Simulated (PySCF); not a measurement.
**LiP: bond curves at several levels of theory**

What are the lowest state that PBE0 finds, the bond length, vibrational wavenumber and bond energy of LiP, and how much do these hang on the method?

The runs use PySCF 2.14.0; Li def2-SVPD, P def2-SVPD, no relativity.

## (1) Input

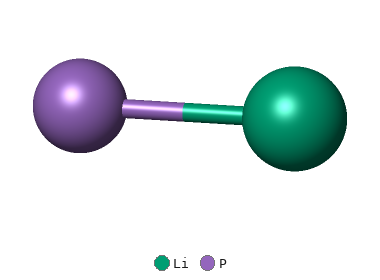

The two atoms at the starting distance (lithium teal, phosphorus purple).

The job is set up so:

* atoms: Li, P
* charge: 0
* basis: Li def2-SVPD, P def2-SVPD
* Hamiltonian: no relativity
* basis functions: 36
* electrons treated: 18
* masses in u: 7.0160, 30.9738
* levels: PBE0, PBE, r²SCAN, BHandHLYP, TPSS, r²SCAN0, ωB97X, HF, MP2, SCS-MP2, CCSD, CCSD(T)
* grid: 80 radial by 434 angular points
* occupations: held fixed by the projection of orbital angular momentum
* dissociation limit: Li + P, each in its ground configuration
* starting distance in angstrom: 2.350
* values of 2S to try: 0, 2, 4

The run is started by

```console
OMP_NUM_THREADS=1 python dia.py task.json out
```

Further steps of the session: First curve: PBE0; Higher solutions at PBE0; PBE; r²SCAN (meta-GGA); BHandHLYP (global hybrid GGA); TPSS; r²SCAN0; ωB97X (range-separated hybrid); UHF (mean field); MP2 and coupled cluster.

Q: Predict the outcome of this session. Wanted: for each run, Re; ωe; De; μ.

As calculated:

Lowest PBE0 solution found, without spin–orbit coupling: ³Σ⁻ (triplet), unpaired electrons π ↑↑. State 2 has its PBE0 minimum 0.33 eV higher, as a spin-mixed determinant (⟨S²⟩ = 1.01), so this is no gap between pure states. State 3 has its PBE0 minimum 0.71 eV higher. State 4 has its PBE0 minimum 1.04 eV higher, as a spin-mixed determinant (⟨S²⟩ = 1.01), so this is no gap between pure states. The other levels ran on the lowest alone.

```
      level  Re (Å)  ωe (cm⁻¹)  De (eV)  μ (D)
        UHF   2.356        494     0.74  -7.28
    UHF-MP2   2.362        476     1.27    n/a
UHF-SCS-MP2   2.364        473     1.30    n/a
   UHF-CCSD   2.366        470     1.31    n/a
UHF-CCSD(T)   2.371        465     1.36    n/a
        PBE   2.336        482     1.89  -6.12
       TPSS   2.341        487     1.95  -6.45
     r²SCAN   2.346        484     1.83  -6.71
       PBE0   2.327        497     1.81  -6.57
    r²SCAN0   2.336        495     1.79  -6.88
  BHandHLYP   2.316        507     1.81  -6.68
      ωB97X   2.329        501     1.96  -7.05
```

De is counted to Li + P in their ground configurations. A positive dipole means Li(−)P(+).

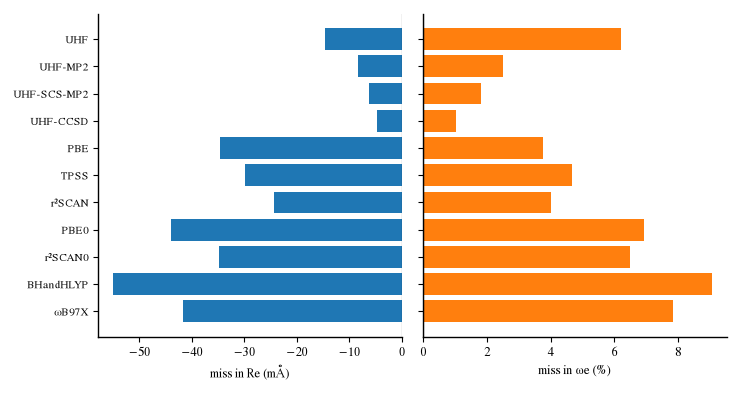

Differences in bond length and wavenumber from CCSD(T) in the same basis.

What this shows: Against CCSD(T) in the same basis, the bond length is nearest at UHF-CCSD (-5 mÅ) and farthest at BHandHLYP (-55 mÅ); the wavenumber is nearest at UHF-CCSD (+1.0 %) and farthest at BHandHLYP (+9.1 %). Hartree–Fock falls on the short and stiff side, its usual fault. CCSD(T) in a basis this small is itself some way from its limit, more so than the functionals. Among the levels with a De in the table, it runs from 0.74 eV (UHF) to 1.96 eV (ωB97X).

Correlated steps freeze 5 core orbitals.
